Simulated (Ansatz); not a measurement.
# CH4BNZn: the cost of one run

Computed with the Python package of Ansatz 0.2.0. The levels of theory stand in the script.

## 1. The structure

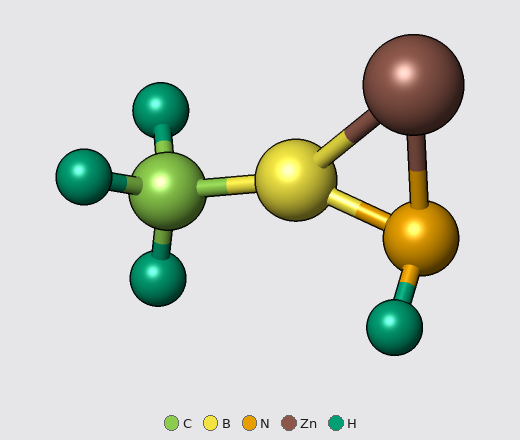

The starting structure, viewed from a chosen angle; carbon green, boron yellow, nitrogen amber, zinc brown, hydrogen teal.

The script holds or builds the structure itself.

## 2. Script

Input file ch4bnzn.py:

```python
from pathlib import Path
import argparse

import ansatz as az
import numpy as np

parser = argparse.ArgumentParser(description="CH4BNZn at several levels of theory.")
parser.add_argument("--basis", default="def2-SVP", help="Gaussian basis set")
args = parser.parse_args()


def main() -> None:
    mol = (
        az.Crystal.molecule()
        .atom("C", (0.0245, 1.1625, -0.0739))
        .atom("B", (-0.2113, -0.369, -0.0569))
        .atom("N", (-0.0254, -1.701, 0.6198))
        .atom("Zn", (-0.8599, -2.0711, -0.9712))
        .atom("H", (0.5262, 1.5254, 0.8047))
        .atom("H", (0.5525, 1.511, -0.99))
        .atom("H", (-0.993, 1.6976, -0.1074))
        .atom("H", (1.0785, -1.8126, 0.7189))
    )

    base = mol.calculation().basis(gaussian=args.basis)

    print("functional    E (Ha)        dipole (D)   HOMO (eV)  LUMO (eV)")
    for name in ["lda", "cam_b3lyp", "blyp", "pbe0", "r2scan", "hf"]:
        r = base.functional(name).forces().orbitals().run(threads=1, backend="cpu", runs_dir="runs").report
        lines = Path(r["orbitals_path"]).read_text().splitlines()
        field_of = lambda key: [line.split("=")[1].strip() for line in lines if line.startswith(key)]
        orbitals = [(27.211386 * float(e), s, float(n)) for e, s, n in zip(field_of("Ene="), field_of("Spin="), field_of("Occup="))]
        homo = max(e for e, _, n in orbitals if n > 0.5)
        lumo = min(e for e, _, n in orbitals if n < 0.5)
        dipole = 4.803205 * np.linalg.norm(r["charge_distribution"]["dipole_moment_e_ang"])
        print(f"{name:10s} {r['free_energy_ev'] / 27.211386246:14.6f} {dipole:9.3f} {homo:11.3f} {lumo:10.3f}")


if __name__ == "__main__":
    main()
```

## 3. What the engine is handed

The engine receives this input (first run):

```yaml
crystal:
  periodic: [false, false, false]
  atoms:
    - { symbol: C, position_ang: [0.0245, 1.1625, -0.0739] }
    - { symbol: B, position_ang: [-0.2113, -0.369, -0.0569] }
    - { symbol: "N", position_ang: [-0.0254, -1.701, 0.6198] }
    - { symbol: Zn, position_ang: [-0.8599, -2.0711, -0.9712] }
    - { symbol: H, position_ang: [0.5262, 1.5254, 0.8047] }
    - { symbol: H, position_ang: [0.5525, 1.511, -0.99] }
    - { symbol: H, position_ang: [-0.993, 1.6976, -0.1074] }
    - { symbol: H, position_ang: [1.0785, -1.8126, 0.7189] }
basis:
  gaussian:
    orbitals: def2-SVP
hamiltonian:
  xc: lda
output:
  orbitals: {}
  forces: true
```

## 4. Running it

Started as:

```bash
$ python ch4bnzn.py
```

Q: Estimate wall time and peak memory on 1 thread of Arm Neoverse N1, shared host.

About 41 s, with a peak of 0.27 GiB.
